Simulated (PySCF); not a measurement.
# BiF3: forces at shaken geometries

Aim: move all atoms of relaxed BiF3 at random and read energies and forces. The species was built from a template and needn't be a known compound.

Method: TPSS, Bi def2-SVP with ECP60, F def2-SVP; scalar-relativistic core potentials, no spin–orbit coupling; program: PySCF 2.14.0.

4 further runs of the same task are left out: 2 for a known fault of the program, 1 that didn't finish, 1 set aside as unsound or not needed.

### 1 Where the work starts

4 atoms, charge 0, spin multiplicity 1.

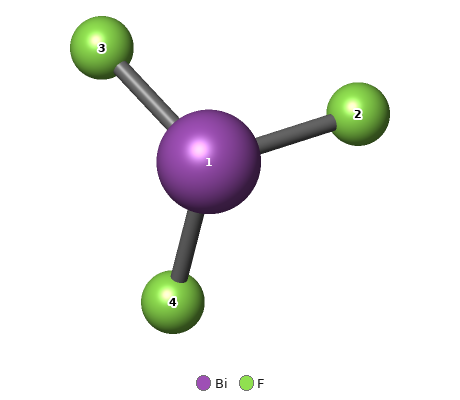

The geometry (bismuth purple, fluorine green); atoms are numbered from 1 in the order of the file.

As a file:

```
Bi    0.0000    0.0000    0.4006
F     1.7675    0.0000   -0.6127
F    -0.8838    1.5307   -0.6127
F    -0.8838   -1.5307   -0.6127
```

Formal oxidation states: Bi +3. An earlier session relaxed this geometry at TPSS, Bi def2-SVP with ECP60, F def2-SVP (singlet, point group C3v).

Its energy there is -513.944770 Eh.

### 2 Atoms moved at random, σ = 0.03 Å

Contents of run.py (the lines that set the calculation):

```python
mol = gto.M(atom='''
Bi    -0.00676    -0.01905     0.42037
F      1.78013     0.00011    -0.63686
F     -0.89209     1.54604    -0.58939
F     -0.88128    -1.52710    -0.63176''',
    basis={'Bi': 'def2-SVP', 'F': 'def2-SVP'},
    ecp={'Bi': 'def2-SVP'},
    charge=0, spin=0)
mf = dft.RKS(mol, xc='TPSS')
mf.grids.atom_grid = (50, 194)
mf = mf.density_fit()  # fitting sets: Bi def2-universal-JKFIT, F def2-universal-JKFIT
mf.conv_tol = 1e-08; mf.max_cycle = 55
mf.kernel(dm0)  # dm0: the density of the relaxed state
```

Started as:

```
> OMP_NUM_THREADS=2 python run.py
```

### 3 Atoms moved at random, σ = 0.1 Å

Edit run.py (the lines that set the calculation) of step 2 so:

```diff
@@ -1,6 +1,6 @@
 mol = gto.M(atom='''
-Bi    -0.00676    -0.01905     0.42037
-F      1.78013     0.00011    -0.63686
-F     -0.89209     1.54604    -0.58939
-F     -0.88128    -1.52710    -0.63176''',
+Bi     0.05435     0.01864     0.53553
+F      1.76471     0.01766    -0.66321
+F     -0.95055     1.64091    -0.61151
+F     -0.86851    -1.67721    -0.69845''',
     basis={'Bi': 'def2-SVP', 'F': 'def2-SVP'},
```

### 4 Atoms moved at random, σ = 0.03 Å

Edit run.py (the lines that set the calculation) of step 3 so:

```diff
@@ -1,6 +1,6 @@
 mol = gto.M(atom='''
-Bi     0.05435     0.01864     0.53553
-F      1.76471     0.01766    -0.66321
-F     -0.95055     1.64091    -0.61151
-F     -0.86851    -1.67721    -0.69845''',
+Bi    -0.00023     0.00783     0.40001
+F      1.73518     0.01840    -0.59223
+F     -0.87614     1.49168    -0.60195
+F     -0.85881    -1.51792    -0.64347''',
     basis={'Bi': 'def2-SVP', 'F': 'def2-SVP'},
```

Before running it: what results should come out? Wanted: for each run, σ; energy rise; harmonic estimate −½ F·u; largest force component.

As calculated:

| σ (Å) | energy rise (eV) | harmonic estimate −½ F·u (eV) | largest force component (eV/Å) |
| --- | --- | --- | --- |
| 0.03 | 0.025 | 0.023 | 0.79 |
| 0.1 | 0.869 | 0.733 | 4.33 |
| 0.03 | 0.042 | 0.042 | 0.99 |

Every displacement raises the energy. For a harmonic well the rise equals −½ F·u; the two differ by at most 16 % here (a move with σ = 0.1 Å), from anharmonicity, the grid and the small forces left at the relaxed point. The bases are small and lack diffuse functions. Spin–orbit coupling is left out.
